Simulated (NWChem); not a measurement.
# GeNH3Cl (SMILES [NH][GeH2][Cl]): levels of theory compared

We compute a comparison of 4 runs (UHF/STO-3G, UHF/3-21G, UB3LYP/6-31G*) of GeNH3Cl. 

Program for the calculation: NWChem 7.3.0.

## 1. The molecule

GeNH3Cl: 6 atoms, total charge 0, spin state doublet. As SMILES, `[NH][GeH2][Cl]`. Geometry: relaxed at PBE0-D4/def2-TZVP. This is one conformer, not always the lowest.

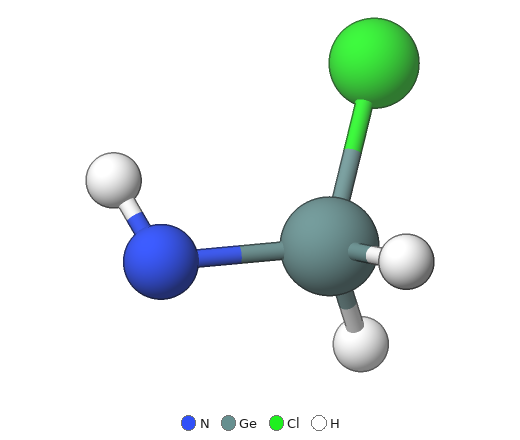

Viewed from a chosen angle; nitrogen blue, germanium teal, chlorine green, hydrogen white.

## 2. Energy and forces at UHF/STO-3G (run 1)

File run.py:

```python
from ase import Atoms
from ase.calculators.nwchem import NWChem

molecule = Atoms(['N', 'Ge', 'Cl', 'H', 'H', 'H'], positions=[
    [-0.523200, -1.383000, -0.263000],
    [0.415600, 0.163700, 0.121700],
    [-0.803100, 1.938400, -0.087900],
    [-1.489900, -1.161600, -0.521200],
    [1.570300, 0.283500, -0.878700],
    [0.872500, 0.095000, 1.582900],
])

calc = NWChem(
    label='sp',
    theory='scf',
    memory='2200 mb',
    basis='STO-3G',
    basispar='spherical bse',
    scf={'nopen': '1', 'uhf': None, 'thresh': '1e-08', 'maxiter': '80', 'print': 'low'},
)
molecule.calc = calc

forces = molecule.get_forces()
print(f"energy = {molecule.get_potential_energy():.6f} eV")
print("forces (eV/A):")
for s, f in zip(molecule.symbols, forces):
    print(f"{s:2s} {f[0]:10.5f} {f[1]:10.5f} {f[2]:10.5f}")
```

Run with:

```bash
$ export ASE_NWCHEM_COMMAND="nwchem PREFIX.nwi > PREFIX.nwo"
$ python run.py
```

Output:

```text
energy = -69711.600241 eV
forces (eV/A):
N     1.42851   -0.14856    0.39528
Ge    1.73627   -0.18291    0.47843
Cl    0.06392   -0.16476    0.00550
H    -1.34361    0.40706   -0.35116
H    -1.37138   -0.07122    1.24961
H    -0.51376    0.16044   -1.77766
```

The calculator wrote sp.nwi:

```
title "sp"

permanent_dir sp

scratch_dir sp

start sp

geometry units angstrom nocenter noautosym noautoz
  N  -5.2320000000000000e-01 -1.3830000000000000e+00 -2.6300000000000001e-01
  Ge 4.1560000000000002e-01 1.6370000000000001e-01 1.2170000000000000e-01
  Cl -8.0310000000000004e-01 1.9383999999999999e+00 -8.7900000000000006e-02
  H  -1.4899000000000000e+00 -1.1616000000000000e+00 -5.2120000000000000e-01
  H  1.5703000000000000e+00 2.8349999999999997e-01 -8.7870000000000004e-01
  H  8.7250000000000005e-01 9.5000000000000001e-02 1.5829000000000000e+00
end

memory 2200 mb

basis spherical bse noprint
   * library STO-3G
end

scf
  nopen 1
  uhf
  thresh 1e-08
  maxiter 80
  print low
end

task scf gradient
```

sp.nwo:

```text
Northwest Computational Chemistry Package (NWChem) 7.3.0
             --------------------------------------------------------

           Job information
           ---------------

    nwchem branch   = 7.3.0
    use scalapack   = T
    input           = sp.nwi
    prefix          = sp.
    data base       = sp/sp.db
    status          = startup
    nproc           =        1

           Memory information
           ------------------

    heap     =     72089600 doubles =      550.0 Mbytes
    stack    =     72089597 doubles =      550.0 Mbytes
    global   =    144179200 doubles =     1100.0 Mbytes (distinct from heap & stack)
    total    =    288358397 doubles =     2200.0 Mbytes
    verify   = yes
    hardfail = no

[... 39 lines left out ...]
            Nuclear Dipole moment (a.u.)
[... 67 lines left out ...]
       Final UHF  results
[... 2 lines left out ...]
         Total SCF energy =  -2561.854077513719
      One electron energy =  -4105.601588146248
      Two electron energy =   1282.946256363337
 Nuclear repulsion energy =    260.801254269192
[... 1 line left out ...]
                       Sz =      0.5000
                 Sz(Sz+1) =      0.7500
                      S^2 =      0.7609

        Time for solution =      4.0s

                              NWChem Gradients Module
                              -----------------------

                         UHF ENERGY GRADIENTS

    atom               coordinates                        gradient
                 x          y          z           x          y          z
   1 N      -0.988705  -2.613491  -0.496998   -0.027780   0.002889  -0.007687
   2 Ge      0.785370   0.309348   0.229980   -0.033765   0.003557  -0.009304
   3 Cl     -1.517639   3.663045  -0.166107   -0.001243   0.003204  -0.000107
   4 H      -2.815503  -2.195106  -0.984925    0.026129  -0.007916   0.006829
   5 H       2.967437   0.535737  -1.660502    0.026669   0.001385  -0.024301
   6 H       1.648786   0.179524   2.991247    0.009991  -0.003120   0.034570

 Task  times  cpu:        5.3s     wall:        5.3s
 Total times  cpu:        5.4s     wall:        5.4s
```

Wall time 6.6 s (1 thread of Intel Xeon 6975P-C (Granite Rapids), shared host); peak memory 0.099 GiB.

## 3. Energy and gradient at UHF/3-21G (run 2)

File clgeh3n.nw:

```
echo
start clgeh3n
title "ClGeH3N"
memory total 2200 mb

geometry units angstrom noautosym nocenter noautoz
   N     -0.523200    -1.383000    -0.263000
   Ge     0.415600     0.163700     0.121700
   Cl    -0.803100     1.938400    -0.087900
   H     -1.489900    -1.161600    -0.521200
   H      1.570300     0.283500    -0.878700
   H      0.872500     0.095000     1.582900
end

basis "ao basis" spherical bse
   N library 3-21G
   Ge library 3-21G
   Cl library 3-21G
   H library 3-21G
end

scf
   doublet
   uhf
   thresh 1e-08
   maxiter 80
end

task scf gradient
```

Run with:

```bash
$ nwchem clgeh3n.nw > clgeh3n.out
```

Output:

```text
[...]
  functions       =    50
[...]
  wavefunction    = UHF
[...]
         Total SCF energy =  -2578.525649487482
      One electron energy =  -4110.993073118812
      Two electron energy =   1271.666169362138
 Nuclear repulsion energy =    260.801254269193
                       Sz =      0.5000
                 Sz(Sz+1) =      0.7500
                      S^2 =      0.7599
[...]
                         UHF ENERGY GRADIENTS
    atom               coordinates                        gradient
                 x          y          z           x          y          z
   1 N      -0.988705  -2.613491  -0.496998    0.007078  -0.010596   0.001207
   2 Ge      0.785370   0.309348   0.229980   -0.030306   0.025461  -0.006662
   3 Cl     -1.517639   3.663045  -0.166107    0.016716  -0.023713   0.002923
   4 H      -2.815503  -2.195106  -0.984925    0.002992   0.011483   0.001722
   5 H       2.967437   0.535737  -1.660502    0.002481  -0.001122  -0.002162
   6 H       1.648786   0.179524   2.991247    0.001038  -0.001513   0.002971
[...]
```

Wall time 6.3 s (1 thread of Intel Xeon 6975P-C (Granite Rapids), shared host); peak memory 0.096 GiB.

Run 3 isn't shown in full; the table further down has it.

## 4. Energy and forces at UB3LYP/6-31G(d) (Cartesian functions) (run 4)

File mymol.nw:

```
echo
start mymol
memory total 2200 mb

geometry units angstroms noautosym nocenter noautoz
  N     -0.523200    -1.383000    -0.263000
  Ge     0.415600     0.163700     0.121700
  Cl    -0.803100     1.938400    -0.087900
  H     -1.489900    -1.161600    -0.521200
  H      1.570300     0.283500    -0.878700
  H      0.872500     0.095000     1.582900
end

basis
  N library 6-31G*
  Ge library 6-31G*
  Cl library 6-31G*
  H library 6-31G*
end

dft
  xc b3lyp
  mult 2
  grid xfine
  convergence energy 1e-08
  iterations 100
  mulliken
end

task dft gradient
```

Run with:

```bash
$ nwchem mymol.nw > mymol.out
```

Output:

```text
[...]
          Wavefunction type:  spin polarized.
          No. of atoms     :     6
          No. of electrons :    59
[...]
          Charge           :     0
          Spin multiplicity:     2
[...]
          AO basis - number of functions:    75
[...]
              XC Information
              --------------
                         B3LYP Method XC Potential
                     Hartree-Fock (Exact) Exchange  0.200
                        Slater Exchange Functional  0.800 local
                    Becke 1988 Exchange Functional  0.720 non-local
              Lee-Yang-Parr Correlation Functional  0.810
                  VWN I RPA Correlation Functional  0.190 local
[...]
 d= 0,ls=0.0,diis     1  -2593.4226015615 -2.85D+03  7.96D-03  3.18D-01     4.1
[...]
 d= 0,ls=0.0,diis    11  -2593.4901795134 -8.17D-09  7.53D-07  3.04D-09    37.1
[...]
         Total DFT energy =    -2593.490179513436
      One electron energy =    -4124.658515891577
           Coulomb energy =     1385.679206117870
    Exchange-Corr. energy =     -115.312124008922
 Nuclear repulsion energy =      260.801254269193
[...]
      Total Density - Mulliken Population Analysis
     ---------------------------------------------
    Atom       Charge   Shell Charges
 -----------   ------   -------------------------------------------------------
    1 N    7     7.47   1.99  0.85  2.26  0.97  1.39  0.01
    2 Ge  32    31.74   2.00  1.99  6.00  1.93  5.99  1.34  2.05  0.05  0.18  6.93  2.96  0.33
    3 Cl  17    17.22   2.00  1.99  5.97  1.46  3.62  0.55  1.67 -0.03
    4 H    1     0.67   0.50  0.17
    5 H    1     0.94   0.49  0.46
    6 H    1     0.94   0.49  0.46
[...]
      <S2> =      0.7539 (Exact =     0.7500)
[...]
  wavefunction    = open shell
                         DFT ENERGY GRADIENTS
    atom               coordinates                        gradient
                 x          y          z           x          y          z
   1 N      -0.988705  -2.613491  -0.496998   -0.001630   0.007252   0.000090
   2 Ge      0.785370   0.309348   0.229980   -0.004860   0.003227  -0.001143
   3 Cl     -1.517639   3.663045  -0.166107    0.005660  -0.009436   0.000882
   4 H      -2.815503  -2.195106  -0.984925    0.004319  -0.001070   0.001145
   5 H       2.967437   0.535737  -1.660502   -0.002286  -0.000132   0.001402
   6 H       1.648786   0.179524   2.991247   -0.001203   0.000159  -0.002376
[...]
```

It took 49 s on 1 thread of Intel Xeon 6975P-C (Granite Rapids), shared host; peak memory 0.13 GiB.

## 5. All runs side by side

```
run                                level  iteration cap  module   energy (Eh)   ⟨S²⟩  largest force (eV/Å)  wall time
  1                           UHF/STO-3G             80     scf  -2561.854078  0.761                 1.857      6.6 s
  2                            UHF/3-21G             80     scf  -2578.525649  0.760                 2.064      6.3 s
  3  UB3LYP/6-31G* (spherical functions)            100     dft  -2593.480315  0.754                 0.566       54 s
  4  UB3LYP/6-31G* (Cartesian functions)            100     dft  -2593.490180  0.754                 0.568       49 s
```

## 6. What came out

| quantity | value |
| --- | --- |
| run 4: total energy | -2593.49018 Eh |
| run 4: dipole moment | 0.66 D |
| run 4: HOMO energy (highest over α and β) | -7.84 eV |
| run 4: LUMO energy (lowest over α and β) | -3.71 eV |
| run 4: ⟨S²⟩ | 0.754 |
| run 4: largest force on an atom | 0.568 eV/Å |

**Reading.** Over runs 2, 3, 4 the dipole moment (its size) runs from 0.66 D (UB3LYP/6-31G*) to 1.31 D (UHF/3-21G). The two ends differ in method and basis. In run 1 the basis is minimal, so the values are rough. All runs together took 1.9 min, the longest 54 s.
